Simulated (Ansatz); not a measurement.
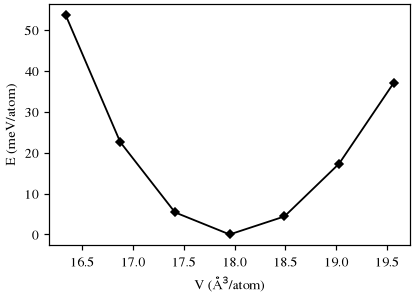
Figure. SiSnGeC in space group Pmm2 (No. 25; C on 1a, Si on 1c, Ge on 1d, Sn on 1b) under volume change, r²SCAN (plane waves, PAW; program Ansatz), shape and atoms relaxed at each volume.

**Question.** What does a third-order Birch–Murnaghan fit give for V₀, B₀ and B′?

**Answer.** V₀ = 17.96 Å³/atom, B₀ = 97.5 GPa, B′ = 4.7.

The start of the workflow was typed in or built on a structure type; neither database checked (COD, Materials Project) lists it. Its standing as an ambient phase is unchecked. The cell keeps a stress of up to 0.2 GPa. The r²SCAN relaxation kept the symmetry of its start; its stability against distortions is not shown here. Its formation energy is positive at this level, so the cell may be metastable or incomplete. Spin–orbit coupling is left out wherever it is not named.

Potentials: the earlier of the program's two PAW sets.
